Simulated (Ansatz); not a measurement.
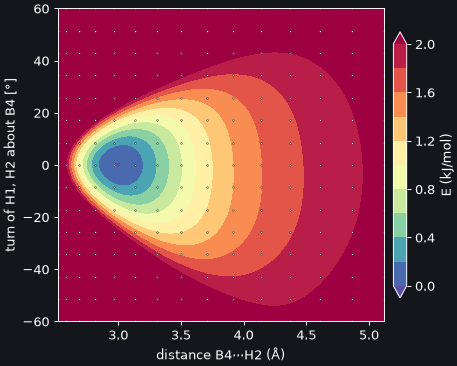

The pair H₂···BF₃. 
- The turn is about an axis along (−0.95, 0.26, 0.20) in the frame of the relaxed pair, normal to the line between the partners.
- Coordinates scanned: (1) distance B4···H2; (2) turn of H1, H2 about B4.
- The scan uses a 15 × 15 grid.
- Energies are in kJ/mol, from the lowest grid point.
- Method: Ansatz 0.2.0, RHF/def2-SVPD.

In the figure: filled contours, dots at the grid points, one colour for all values above the top of the scale. Between grid points the surface is interpolated.

### Where is the minimum, and how stiff is the well along each coordinate?

The interpolated minimum is at distance B4···H2 ≈ 2.997 Å, turn of H1, H2 about B4 ≈ 0.0°. The curvatures there are about 0.14 eV/Å² and 0.24 eV/rad², with a cross term of about 0 eV/(Å·rad). Round the minimum the two coordinates are nearly uncoupled. (1 eV is 96.5 kJ/mol.)
